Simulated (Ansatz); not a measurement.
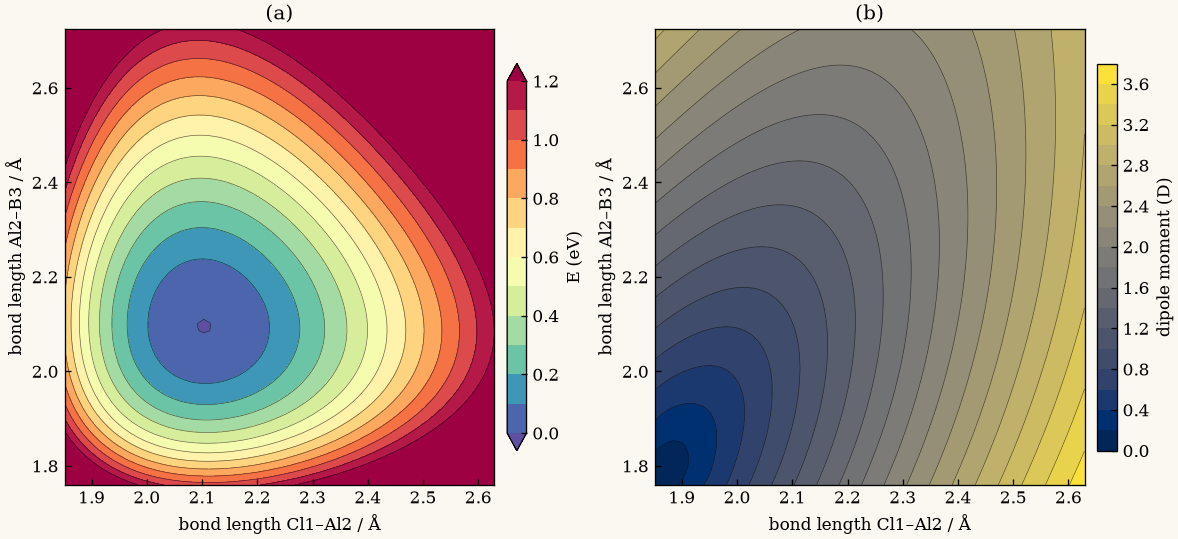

AlBClHSe, SMILES [Cl][AlH][B]=[Se]. The first coordinate is: bond length Cl1–Al2; the second: bond length Al2–B3. Nothing is relaxed (all other coordinates rigid). Grid: 13 × 13 points. Points are written as (first, second). Energies are in eV, from the lowest grid point. Method: RKS PBE0-D4/def2-SVP (Ansatz 0.2.0).

Panel (a) is the energy; panel (b) is the computed dipole moment, in D.

Drawn: filled contours, one colour for all values above the top of the scale. Between grid points the surface is interpolated.

How does the dipole moment vary over the map, and what is it at the lowest grid point?

Answer. Leaving out the highest fifth of the energies, it runs from 0.22 D at (1.916 Å, 1.841 Å) to 3.35 D at (2.629 Å, 2.001 Å). At the lowest grid point, (2.110 Å, 2.082 Å), it is 1.01 D.
